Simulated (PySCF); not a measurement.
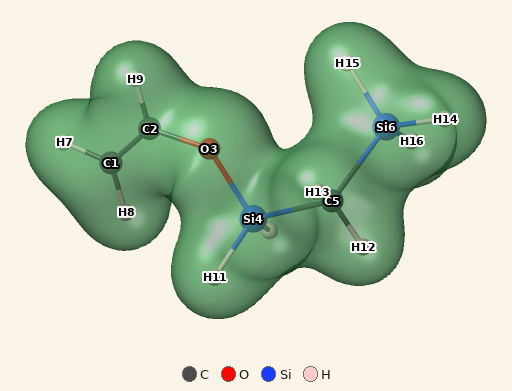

*C₃H₁₀OSi₂ (SMILES C=CO[SiH2]C[SiH3]). Isosurface of the total electron density at 0.1 e/Å³ (green), seen at a tilt.*

Geometry: GFN2-xTB, NEB image 0 of 0 to 8.

The calculation used PySCF, PBE0/pcSseg-1, SCF density, gas phase, non-relativistic.

| atom | x (Å) | y (Å) | z (Å) |
| --- | --- | --- | --- |
| C | 3.0600 | -0.2380 | 0.4507 |
| C | 2.0941 | 0.5593 | 0.8687 |
| O | 0.8703 | 0.6785 | 0.3327 |
| Si | 0.1703 | -0.0341 | -0.9572 |
| C | -1.5769 | 0.6821 | -0.9091 |
| Si | -2.5928 | 0.2444 | 0.6343 |
| H | 4.0082 | -0.2638 | 0.9526 |
| H | 2.9261 | -0.8820 | -0.3996 |
| H | 2.2218 | 1.2134 | 1.7246 |
| H | 0.1748 | -1.4945 | -0.8207 |
| H | 0.8896 | 0.3265 | -2.1861 |
| H | -2.1039 | 0.3291 | -1.7943 |
| H | -1.5249 | 1.7667 | -1.0009 |
| H | -3.9131 | 0.8786 | 0.5310 |
| H | -1.9389 | 0.7190 | 1.8542 |
| H | -2.7723 | -1.2087 | 0.7077 |

What does this surface tell about the bonding?

Answer. At this value the surface is in one piece. It bridges the sampled C–C (1.32 Å), C–O (1.34 Å), Si–O (1.63 Å) and C–Si (1.89 Å) contacts, where the density stays above the isovalue. On the grid the lowest density along these lines, outside the cores, is 2.4 e/Å³ (C–C, 1.32 Å), 2 e/Å³ (C–O, 1.34 Å), 0.97 e/Å³ (Si–O, 1.63 Å) and 0.79 e/Å³ (C–Si, 1.89 Å).
